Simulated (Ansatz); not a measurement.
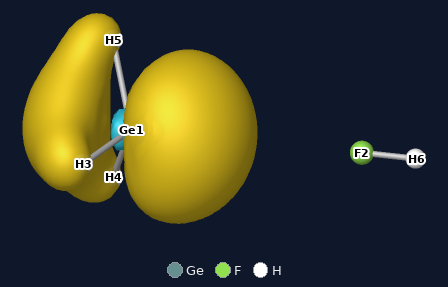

The picture shows: GeH₃···HF (doublet). Isosurfaces of the spin density at +0.015 (yellow) and −0.015 e/Å³ (cyan), seen at a tilt.

These are results of Ansatz 0.2.0, UKS PBE0/def2-TZVP, not measurements.

```
atom    x (Å)    y (Å)    z (Å)
  Ge   0.0012   0.0000  -0.6389
   F  -0.0098   0.0000   3.3044
   H   1.4645   0.0000  -1.1201
   H  -0.7307   1.2674  -1.1192
   H  -0.7307  -1.2674  -1.1192
   H   0.0070   0.0000   4.2245
```

Describe the spin distribution.

Answer. The unpaired spin (1 electron) lies mostly on Ge1 (about 0.9), in electrons by Hirshfeld's partition.
